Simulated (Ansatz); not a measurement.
```xyz
9

Si   -0.9342   -0.4059   -0.1502
Br    1.1268   -1.8533   -1.4219
S    -1.3312   -1.9195    1.0676
H     0.2767   -2.3415   -0.2844
H    -1.6997   -0.1846   -1.4103
Si    0.4369    1.3964    0.4507
H     0.9785    2.0533   -0.7675
H     1.5354    0.8832    1.3041
H    -0.3893    2.3717    1.2118
```

A transition-state structure; geometry: PBE0-D4/def2-TZVP.

All numbers below come from Ansatz 0.2.0, RKS PBE0-D4/def2-TZVPP.

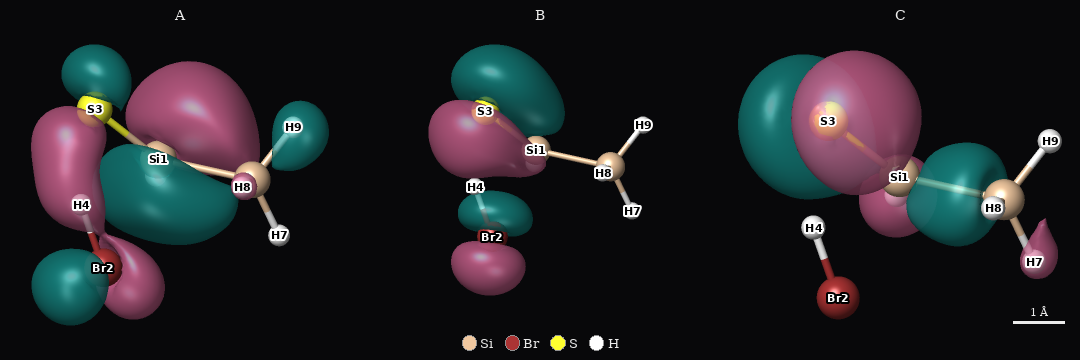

H₄SSi₂···HBr. Three frontier orbitals at ±0.08 Å⁻³ᐟ² (teal and pink are the two phases), in no order.

### Which picture is the HOMO−1, the HOMO and the LUMO?

B is the HOMO−1 (−7.56 eV). By Hirshfeld shares it lies mainly on S3 (about 65 %), Br2 (about 15 %) and Si1 (about 15 %). C is the HOMO (−6.92 eV). Its weight (Hirshfeld) is mainly on S3 (about 70 %), Si1 (about 15 %) and Si6 (about 5 %); largely a lone pair of S3. A is the LUMO (−2.51 eV). Its weight (Hirshfeld) is mainly on Si1 (about 50 %), Br2 (about 15 %), S3 (about 10 %) and Si6 (about 10 %).

### What is the HOMO–LUMO gap?

4.41 eV between the orbital energies.
